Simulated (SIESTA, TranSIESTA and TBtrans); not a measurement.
System: Ru chain with one Pd atom in place of Ru. Leads: straight Ru chain, spacing 2.385 Å. Geometry: as built, not relaxed.

Method: TranSIESTA and TBtrans, PBE, DZP numerical orbitals (energy shift 0.15 eV), PseudoDojo norm-conserving scalar-relativistic potentials, mesh cutoff 200 Ry, 300 K, spin-polarised (collinear), no spin-orbit coupling; self-consistent non-equilibrium Green functions.

Energies count from the leads' Fermi level. Transmissions are for each spin. The energy step is 0.01 eV; narrower resonances are cut or missed.

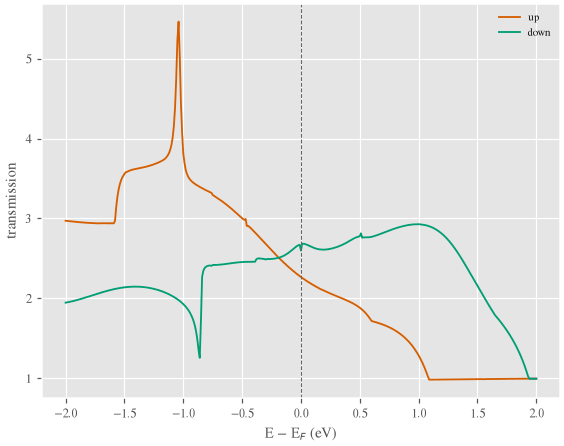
Transmission against energy

```
E (eV)  T up  T down  lead channels up       down
------  ----  ------  ----------------  ---------
-2.00   2.97    1.95                 3          3
-1.80   2.94    2.02                 3          3
-1.60   2.94    2.11                 5          3
-1.40   3.62    2.15                 6          3
-1.20   3.71    2.10                 6          3
-1.00   3.81    1.93                 6          3
-0.80   3.35    2.40         band edge          4
-0.60   3.13    2.44                 4          4
-0.40   2.84    2.46                 4          4
-0.20   2.52    2.50                 4          6
0.00    2.27    2.60                 4          6
0.20    2.09    2.61                 4          6
0.40    1.97    2.71                 4          6
0.60    1.72    2.77         band edge  band edge
0.80    1.60    2.87                 3          4
1.00    1.28    2.93                 3          4
1.20    0.98    2.81                 1          4
1.40    0.99    2.41                 1          4
1.60    0.99    1.90                 1          4
1.80    0.99    1.48                 1          3
2.00    0.99    0.99                 1          1
```

The magnetic order of the leads was set by the start, and no other order was tried; the separate lead runs end at 1.62 (left) and 1.62 (right) μB an atom. The straight chain is held at its spacing; free chains may zigzag or dimerise.
